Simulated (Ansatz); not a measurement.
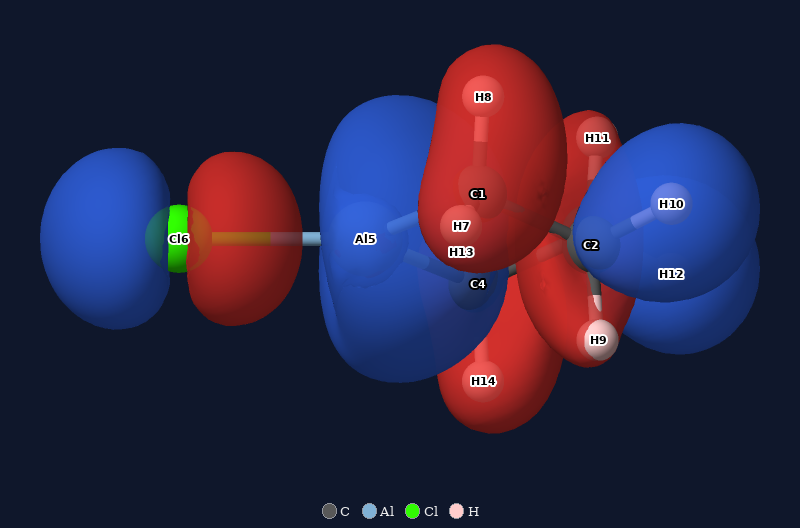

Figure 1: C₄H₈AlCl. The HOMO−1 at ±0.06 Å⁻³ᐟ² (blue and red are the two phases), seen from one side.

Geometry: PBE-D3(BJ)/def2-SVP.

These are results of isolated molecule in a Gaussian basis; Kohn-Sham density functional theory, functional PBE0 in Ansatz, not measurements.

```xyz
14

C     1.5861    0.3723   -0.0734
C     1.8959   -0.6511    1.0489
C     0.8148   -1.7634    1.1268
C    -0.6131   -1.1693    1.2309
Al   -0.3760    0.4036    0.0725
Cl   -1.8052    1.7318   -0.7674
H     2.1245    1.3333    0.0468
H     1.8841   -0.0320   -1.0680
H     1.9221   -0.1217    2.0286
H     2.9000   -1.1122    0.9261
H     0.8858   -2.3835    0.2041
H     1.0429   -2.4493    1.9715
H    -1.4101   -1.8899    0.9602
H    -0.8277   -0.8412    2.2739
```

Describe this orbital and give its energy.

Its weight (Hirshfeld) is mainly on Al5 (about 20 %), C1 (about 15 %), C4 (about 15 %), Cl6 (about 10 %), C3 (about 10 %) and C2 (about 10 %). Its energy is −8.49 eV.
